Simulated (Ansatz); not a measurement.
C$_{2}$HCl$_{2}$FGe

Input

```
crystal:
  periodic: [false, false, false]
  atoms:
    - {symbol: C, position_ang: [1.361330, -1.501519, 0.513218]}
    - {symbol: C, position_ang: [0.558865, -0.660593, 0.204699]}
    - {symbol: Ge, position_ang: [-0.668617, 0.669396, -0.267096]}
    - {symbol: F, position_ang: [-2.107572, -0.074762, -0.831187]}
    - {symbol: Cl, position_ang: [0.052272, 1.882845, -1.839135]}
    - {symbol: Cl, position_ang: [-1.204935, 1.867470, 1.388330]}
    - {symbol: H, position_ang: [2.069857, -2.250936, 0.785571]}
basis:
  gaussian: {orbitals: def2-TZVPP}
hamiltonian: {xc: pbe0, dispersion: d4}
output: {orbitals: {seedname: orbitals}}
```

Launched as:

```sh
ansatz run in.yaml --threads 4 --pin off --events-out ev --progress --plain --max-ram 10444MiB
```

Geometry: PBE0-D4/def2-TZVP.

Theory: RKS PBE0-D4/def2-TZVPP (Ansatz).

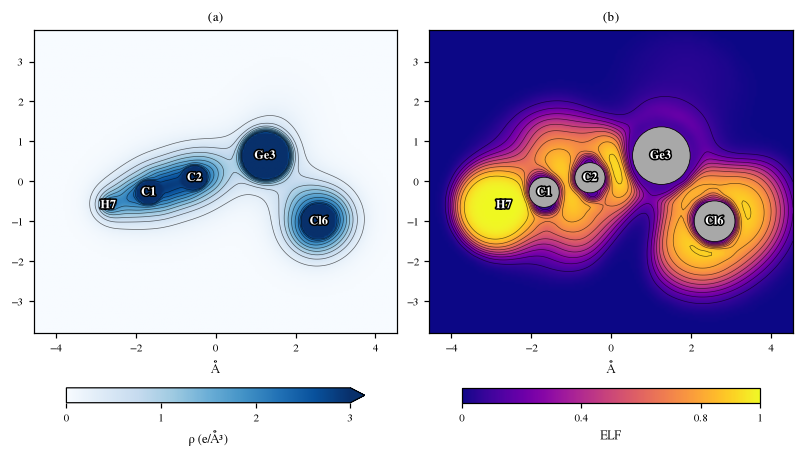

Figure 1. (a) total electron density; (b) ELF on the plane of atoms C2, Ge3 and Cl6. Grey discs cover the atomic cores in the ELF map.

Question: Interpret the plot.

Answer:
- The section cuts through C, Ge, Cl and H sites.
- C–C (1.20 Å): ρ is about 2.9 e/Å³ halfway; the ELF peaks at about 0.85 between the atoms (a multiple bond).
- C–Ge (1.87 Å): ρ at the midpoint is about 0.97 e/Å³; the ELF peaks at about 0.95 in the valence shell of C, 0.7 Å from its nucleus, and is about 0.65 at the midpoint.
- Ge–Cl (2.11 Å): ρ at the midpoint is about 0.85 e/Å³; the ELF peaks at about 0.85 in the valence shell of Cl, 0.9 Å from its nucleus, and is about 0.70 at the midpoint.
- C–H (1.07 Å): ρ at the midpoint is about 2.1 e/Å³; the ELF climbs to about 1 towards the hydrogen, as it does in any bond to H: an ordinary covalent bond to hydrogen.
- The ELF also peaks beside Cl6, away from the bonds: lone-pair regions.

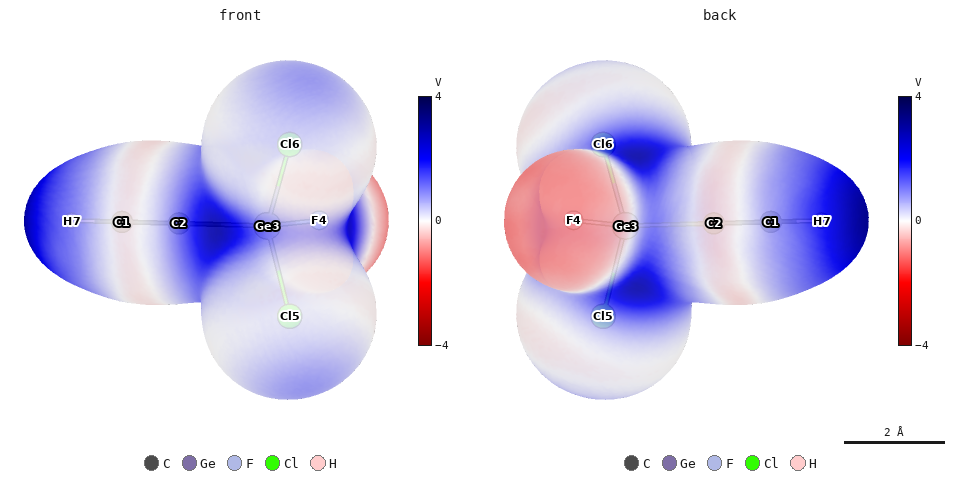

Figure 2. The molecular electrostatic potential painted on the density surface at 0.004 e/bohr³, seen from the front and from behind; the colour scale runs from red (negative) to blue (positive).

Question: Describe the electrostatic potential map.

Answer: The most negative region (about −0.9 V, or −21 kcal/mol for a unit charge) lies over F4, the most positive (about +3.0 V, or +69 kcal/mol for a unit charge) over H7. Cl5 shows a σ-hole: about +0.8 V, or +18 kcal/mol for a unit charge at the tip opposite its bond, against about 0.0 V on its flanks. Cl6 shows a σ-hole: about +0.8 V, or +18 kcal/mol for a unit charge at the tip opposite its bond, against about 0.0 V on its flanks.

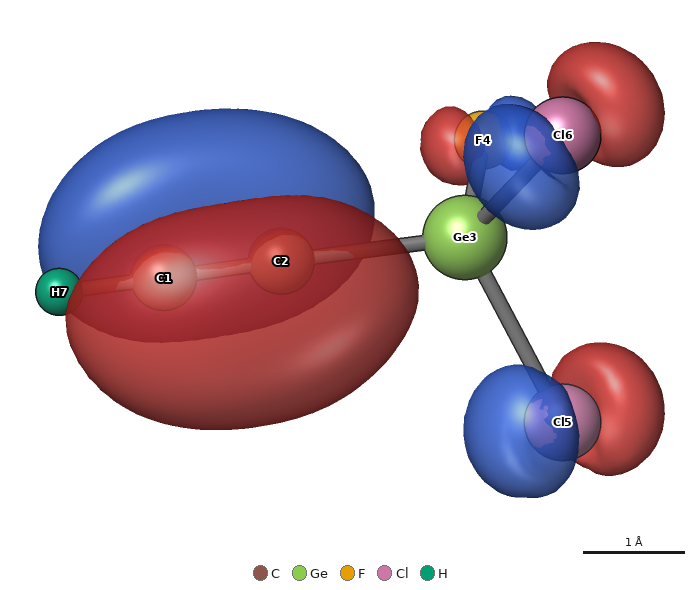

Figure 3. The HOMO−1 at ±0.08 Å⁻³ᐟ² (red and blue are the two phases), seen at a tilt.

Question: Describe this orbital and give its energy.

Answer: It lies mainly on C1 (about 40 %) and C2 (about 40 %); π-bonding across C1–C2. Its energy is −9.30 eV.
